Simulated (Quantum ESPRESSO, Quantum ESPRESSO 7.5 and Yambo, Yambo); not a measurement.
## AlN (P6_3mc): Bethe-Salpeter spectra with Yambo

Aim: the absorption spectrum of AlN (P6_3mc) with electron-hole interaction, and what each part of the kernel does.

Main program and level: Quantum ESPRESSO 7.5 and Yambo 5.3.0; PBE and many-body steps on it, plane waves.

The database entry behind the starting cell differs from later determinations by our own check (inner coordinate u about 0.002 short), so it need not match the best structure at ambient conditions.

## 1. Set-up

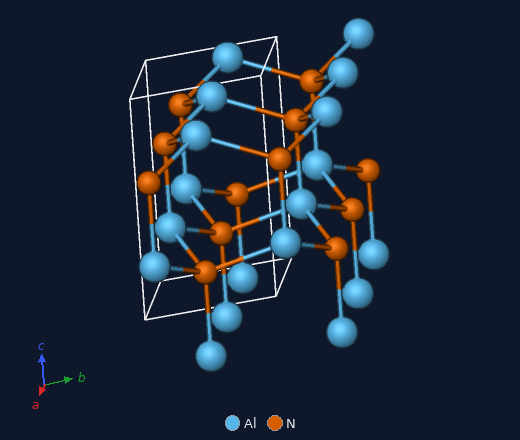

Start, viewed slightly off an axis; aluminium blue, nitrogen orange. 3×2×1 cells are drawn. Some periodic images of atoms are drawn too.

The cell and positions come from the Crystallography Open Database and are kept as given unless a step says otherwise.

## 2. Empty states on the mesh, 3×3×4 mesh, 69 bands

This step: Quantum ESPRESSO 7.5; DFT, PBE, plane waves, norm-conserving pseudopotentials.

The sums over transitions need many empty states on a uniform mesh; this step solves for them.

The input, pw.in:

```
&control
  calculation = 'nscf'
  prefix = 'x'
  outdir = 'o'
  pseudo_dir = 'pseudo'
/
&system
  ibrav = 0
  nat = 4
  ntyp = 2
  ecutwfc = 72.0
  nbnd = 69
  force_symmorphic = .true.
/
&electrons
  conv_thr = 1e-9
  electron_maxstep = 80
  diago_full_acc = .true.
  diago_thr_init = 5e-6
/
ATOMIC_SPECIES
  Al 26.982 Al.upf
  N 14.007 N.upf
CELL_PARAMETERS angstrom
  3.1130000000 -0.0000000000 0.0000000000
  -1.5565000000 2.6959370820 0.0000000000
  0.0000000000 0.0000000000 4.9810000000
ATOMIC_POSITIONS crystal
  Al 0.3333333333 0.6666666667 0.0000000000
  Al 0.6666666667 0.3333333333 0.5000000000
  N 0.3333333333 0.6666666667 0.3800000000
  N 0.6666666667 0.3333333333 0.8800000000
K_POINTS automatic
  3 3 4 0 0 0
```

On the command line:

```
$ OMP_NUM_THREADS=1 mpirun -n 8 pw.x -nk 4 -in pw.in > pw.out
```

The log of the run:

```text
Program PWSCF v.7.5 starts

     This program is part of the open-source Quantum ESPRESSO suite
     for quantum simulation of materials; please cite
         "P. Giannozzi et al., J. Phys.:Condens. Matter 21 395502 (2009);
         "P. Giannozzi et al., J. Phys.:Condens. Matter 29 465901 (2017);
         "P. Giannozzi et al., J. Chem. Phys. 152 154105 (2020);
     in publications or presentations arising from this work. More details at

     Atomic positions and unit cell read from directory:
     o/x.save/

     Message from routine setup:
[...]
k = 0.0000 0.0000-0.3125 (  2858 PWs)   bands (ev):

[...]
55.9201  55.9201  57.8163  57.8163  61.7766  61.7766  64.7753  64.7753
    65.8752  65.8752  65.8752  65.8752  67.4600  67.4600  67.4600  67.4600
    70.8077  70.8077  71.3464  71.3464  73.1164

          k = 0.0000 0.3849 0.0000 (  2892 PWs)   bands (ev):

     [... further k-points ...]

     highest occupied, lowest unoccupied level (ev):     7.1067   11.3272

     XML data file, pseudopotentials, collected wavefunctions

=------------------------------------------------------------------------------=
   JOB DONE.
=------------------------------------------------------------------------------=
```

Wall time 2.7 s (8 MPI ranks of Arm Neoverse V2, shared host); peak memory 0.41 GiB; 21 s of CPU time.

Numbers from this step:

```yaml
gap: 4.221 eV
k_of_the_valence_top: 0, 0, 0
k_of_the_conduction_bottom: 0, 0, 0
least_direct_gap: 4.221 eV
k_points_computed: 10
lowest_point_of_the_top_converged_band_above_the_valence_top: 63.2687 eV
```

On this mesh the gap is 4.221 eV.

The density comes from a self-consistent run that is not shown.

## 3. Conversion and set-up

This step: Yambo 5.3.0; conversion and set-up on PBE, plane waves, norm-conserving pseudopotentials.

The states are converted to the many-body program's format and the q mesh is built.

On the command line:

```
$ (cd o/x.save; p2y > p2y.log; mv SAVE ../..); yambo > setup.log
```

The log of the run:

```text
 Yambo, version 5.3.0

 [02] CORE Variables Setup
 =========================

  [02.01] Unit cells
  ==================

  Cell kind             :  HCP
  Atoms in the cell     :  Al  N
  number of Al atoms    :  2
  number of N  atoms    :  2

  List of atomic masses
  Mass of Al    :  26.98200
  Mass of N     :  14.00700

  List of atomic coordinates    : [cc]
  Al1       : -0.29414E-09   3.3964       0.0000      order 1
  Al2       :  2.941359  1.698194  4.706363  order 2
  N1       : -0.29414E-09   3.3964       3.5768      order 3
[...]
IBZ Q-points                                      :  10
 BZ  Q-points                                      :   36

 K/Q-points units:
 rlu = crystal or reduced units; cc = cartesian coordinates; iku = interal k-units

 Q [ 1]         [rlu]:  0.000000  0.000000  0.000000
 Q [ 2]         [rlu]:  0.000000  0.000000  0.250000
 Q [ 3]         [rlu]:  0.000000  0.000000 -0.500000
[...]
Q [ 8]         [rlu]:  0.333333  0.333333  0.250000
 Q [ 9]         [rlu]:  0.333333  0.333333 -0.500000
 Q [10]         [rlu]:  0.40821E-19 -0.33333      0.25000

  [03.01] X indexes
  =================

   [03.01.01] Sigma indexes
   ========================

 [06] Game Over & Game summary
```

It took 1.9 s on 1 MPI rank; peak memory 0.23 GiB.

## 4. Screening and self-energy, 3×3×4 mesh, 69 bands, screening to 129.3 eV

G0W0 replaces the xc potential by the self-energy, built once from these orbitals. Only a window of levels is corrected, while the sums run over the empty bands that the input names.

This step: G0W0 on PBE, plane waves, norm-conserving pseudopotentials.

The input, gw1.in:

```
HF_and_locXC
gw0
dyson
ppa
em1d
rim_cut
RandQpts= 1000000
RandGvec= 1 RL
EXXRLvcs= 72 Ry
VXCRLvcs= 288 Ry
Chimod= "HARTREE"
% BndsRnXp
 1 | 69 |
%
NGsBlkXp= 9.5 Ry
% LongDrXp
 1 | 1 | 1 |
%
% GbndRnge
 1 | 69 |
%
DysSolver= "n"
ExtendOut
PPAPntXp= 27.21138 eV
% QPkrange
 1 | 1 | 7 | 10 |
%
```

On the command line:

```
$ OMP_NUM_THREADS=1 mpirun -n 8 yambo -F gw1.in -J gw1 -C gw1 > gw1.log
```

The log of the run:

```text
 Yambo, version 5.3.0

 [02] CORE Variables Setup
 =========================

  [... cell, symmetries and grids as in the set-up ...]

  [02.05] Energies & Occupations
  ==============================

  [X] === General ===
  [X] Electronic Temperature                        :  0.000000  0.000000 [eV K]
  [X] Bosonic    Temperature                        :  0.000000  0.000000 [eV K]
  [X] Finite Temperature mode                       : no
  [X] El. density                                   :  0.38275E+24 [cm-3]
[...]
Sx RL components                                 :  2875

   QP @ state[ 1 ] K range                          :  1  1
   QP @ state[ 1 ] b range                          :   7  10
   GF energies kind                                 : Perdew, Burke & Ernzerhof(X)+Perdew, Burke & Ernzerhof(C)
   GF WF`s kind                                     : Perdew, Burke & Ernzerhof(X)+Perdew, Burke & Ernzerhof(C)
   Xs energies kind                                 : Perdew, Burke & Ernzerhof(X)+Perdew, Burke & Ernzerhof(C)
   Xs WF`s kind                                     : Perdew, Burke & Ernzerhof(X)+Perdew, Burke & Ernzerhof(C)

 [11] Game Over & Game summary
```

Wall time 9 s (8 MPI ranks); peak memory 2.5 GiB.

Numbers from this step:

| Property | Result |
| --- | --- |
| G0W0 gap on the points computed | 5.458 eV |
| starting gap on the mesh | 4.221 eV |
| k of the valence top | 0, 0, 0 |
| k of the conduction bottom | 0, 0, 0 |
| least direct G0W0 gap on the computed points | 5.458 eV |

The gap on the mesh goes from 4.22 eV to 5.46 eV, a correction of +1.24 eV.

The gap opens by 1.237 eV; the next steps shift the empty bands rigidly by 1.237 eV.

## 5. Empty states on the mesh, 3×3×4 mesh, 17 bands

This step: Quantum ESPRESSO 7.5; DFT, PBE, plane waves, norm-conserving pseudopotentials.

pw.in: that of step 2 with these lines changed.

```diff
@@ -11,3 +11,3 @@
   ecutwfc = 72.0
-  nbnd = 69
+  nbnd = 17
   force_symmorphic = .true.
```

On the command line:

```
$ OMP_NUM_THREADS=1 mpirun -n 8 pw.x -nk 4 -in pw.in > pw.out
```

The log of the run:

```text
[banner, memory and clock lines left out]
Program PWSCF v.7.5 starts

     Atomic positions and unit cell read from directory:
     o/x.save/

     Message from routine setup:
     using ibrav=0 with symmetry is DISCOURAGED, use correct ibrav instead

     bravais-lattice index     =            0
     lattice parameter (alat)  =       5.8827  a.u.
     unit-cell volume          =     282.0993 (a.u.)^3
     number of atoms/cell      =            4
     number of atomic types    =            2
     number of electrons       =        16.00
[...]
21.6424

          k = 0.0000 0.0000 0.1562 (  2893 PWs)   bands (ev):

    -7.8016  -6.3221   1.9309   5.9103   6.3661   6.3661   6.8267   6.8267
    12.2778  13.8969  17.3750  18.2652  18.2653  18.8620  19.5420  19.5420
    22.6393

          k = 0.0000 0.0000-0.3125 (  2858 PWs)   bands (ev):

    -7.1501  -7.1501   3.7936   3.7936   6.5919   6.5919   6.5919   6.5919
    13.5732  13.5732  17.4519  17.4519  18.6140  18.6140  18.6140  18.6140
    24.9920

          k = 0.0000 0.3849 0.0000 (  2892 PWs)   bands (ev):

     [... further k-points ...]

     highest occupied, lowest unoccupied level (ev):     7.1067   11.3272

     XML data file, pseudopotentials, collected wavefunctions
```

The job ended after 1.1 s (8 MPI ranks; peak memory 0.05 GiB; 7.4 s of CPU time).

This step gave:

* gap: 4.221 eV
* k of the valence top: 0, 0, 0
* k of the conduction bottom: 0, 0, 0
* least direct gap: 4.221 eV
* k points computed: 10
* lowest point of the top converged band, above the valence top: 14.54 eV

On this mesh the gap is 4.221 eV.

## 6. Conversion and set-up

This step: Yambo 5.3.0; conversion and set-up on PBE, plane waves, norm-conserving pseudopotentials.

On the command line:

```
$ (cd o/x.save; p2y > p2y.log; mv SAVE ../..); yambo > setup.log
```

The log of the run:

```text
 Yambo, version 5.3.0

 [02] CORE Variables Setup
 =========================

  [02.01] Unit cells
  ==================

  Cell kind             :  HCP
  Atoms in the cell     :  Al  N
  number of Al atoms    :  2
  number of N  atoms    :  2

  List of atomic masses
  Mass of Al    :  26.98200
  Mass of N     :  14.00700

  List of atomic coordinates    : [cc]
  Al1       : -0.29414E-09   3.3964       0.0000      order 1
  Al2       :  2.941359  1.698194  4.706363  order 2
  N1       : -0.29414E-09   3.3964       3.5768      order 3
[...]
IBZ Q-points                                      :  10
 BZ  Q-points                                      :   36

 K/Q-points units:
 rlu = crystal or reduced units; cc = cartesian coordinates; iku = interal k-units

 Q [ 1]         [rlu]:  0.000000  0.000000  0.000000
 Q [ 2]         [rlu]:  0.000000  0.000000  0.250000
 Q [ 3]         [rlu]:  0.000000  0.000000 -0.500000
[...]
Q [ 8]         [rlu]:  0.333333  0.333333  0.250000
 Q [ 9]         [rlu]:  0.333333  0.333333 -0.500000
 Q [10]         [rlu]:  0.40821E-19 -0.33333      0.25000

  [03.01] X indexes
  =================

   [03.01.01] Sigma indexes
   ========================

 [06] Game Over & Game summary
```

Wall time 1.9 s (1 MPI rank); peak memory 0.23 GiB.

[end of part 1 of 5]

[Paths, hosts, dates, memory and timing lines, banners, echoed tables and standing remarks are left out of the program output.]

[Logs are printed without paths, hosts, clocks, repeated set-up lines and the standing remarks that a program may print on its own settings, such as how far it seeks lower states.]

[Runs of the session that timed out or met a known fault of the program may be left out.]

[Hosts, paths, dates, database ids (printed as entryN), source tags and the programs' standing remarks are cut or masked in the printed files.]
